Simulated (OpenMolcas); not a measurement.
# HF/6-31G(d) (Cartesian functions) run of C4H12Si (tetramethylsilane)

Wanted: an optimisation with harmonic vibrations of C4H12Si (tetramethylsilane). 

The results are computed with OpenMolcas 26.06.

1 further run of the same task is left out (set aside as unsound or not needed).

## 1. The molecule

C4H12Si has 17 atoms, charge 0, and is taken as a singlet. As SMILES, `C[Si](C)(C)C`. The shape is that of a PBE0-D4/def2-TZVP optimisation. The run starts from this shape.

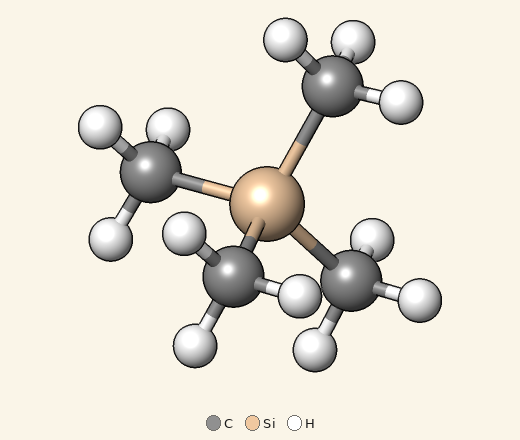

Viewed from a chosen angle; carbon grey, silicon light orange, hydrogen white.

## 2. An optimisation with harmonic vibrations at HF/6-31G(d) (Cartesian functions)

job.input reads:

```
&GATEWAY
  BasLib
  $CurrDir
  Coord
  17
  angstrom
  C       -0.369270       0.858680      -1.626320
  Si      -0.000040       0.000030       0.000050
  C        1.621840       0.640630       0.691330
  C        0.128820      -1.849550      -0.284830
  C       -1.381400       0.350260       1.219860
  H       -0.449460       1.940930      -1.492250
  H       -1.311550       0.505580      -2.054230
  H        0.420030       0.671710      -2.359630
  H        1.865720       0.155310       1.640370
  H        1.576460       1.718340       0.870620
  H        2.447590       0.452770      -0.000420
  H        0.343320      -2.378710       0.647710
  H        0.928170      -2.085290      -0.992750
  H       -0.803640      -2.252680      -0.689400
  H       -2.341810      -0.012860       0.843790
  H       -1.193700      -0.138250       2.179960
  H       -1.481050       1.423130       1.406160
  Basis
  6-31Gs
  Group
  NoSym
>>> EXPORT MOLCAS_MAXITER=50
>>> Do While

&SEWARD

&SCF
  PrOrbitals
  0

&SLAPAF
>>> EndDo
>>> COPY $Project.Opt.xyz $CurrDir/final.xyz
>>> COPY $Project.slapaf.h5 $CurrDir/final.slapaf.h5

&MCKINLEY

&MCLR
  Thermochemistry
  12
  1.0
  298.15
  End of PT
```

The basis set 6-31G* is read from a file made from the Basis Set Exchange's data (not shown).

Run with:

```sh
export MOLCAS_MEM=1860
pymolcas job.input > job.log
```

Q: Predict the results. Wanted: total energy; dipole moment; HOMO energy; LUMO energy; HOMO–LUMO gap; lowest harmonic wavenumber; highest harmonic wavenumber; zero-point energy; ideal-gas entropy at 298.15 K and 1 atm.

Answer, from the run:

At HF/6-31G* (Cartesian functions):

| quantity | value |
| --- | --- |
| total energy | -447.41355 Eh |
| dipole moment | 0.00 D |
| HOMO energy | -11.44 eV |
| LUMO energy | 5.56 eV |
| HOMO–LUMO gap | 16.99 eV |
| lowest harmonic wavenumber | 143 cm⁻¹ |
| highest harmonic wavenumber | 3253 cm⁻¹ |
| zero-point energy | 412.5 kJ/mol |
| ideal-gas entropy at 298.15 K and 1 atm (symmetry number 12 as used) | 83.8 cal/(mol K) |

In words: At the final geometry: Bond lengths: C1–Si2 1.894 Å, Si2–C3 1.894 Å, Si2–C4 1.894 Å, Si2–C5 1.894 Å, C1–H6 1.087 Å, C1–H7 1.087 Å, C1–H8 1.087 Å, C3–H9 1.087 Å, C3–H10 1.087 Å, C3–H11 1.087 Å, C4–H12 1.087 Å, C4–H13 1.087 Å, C4–H14 1.087 Å, C5–H15 1.087 Å, C5–H16 1.087 Å, C5–H17 1.087 Å. Some angles: C1–Si2–C3 109.5°, C1–Si2–C4 109.5°, C1–Si2–C5 109.5°, C3–Si2–C4 109.5°, C3–Si2–C5 109.5°, C4–Si2–C5 109.5°, Si2–C1–H6 111.5°, Si2–C1–H7 111.5°, Si2–C1–H8 111.5°, Si2–C3–H9 111.5°. All 45 modes are real, so the shape is a minimum at this level. Mulliken charges run from -0.79 on C1 to +1.11 on Si2; they depend strongly on the basis.
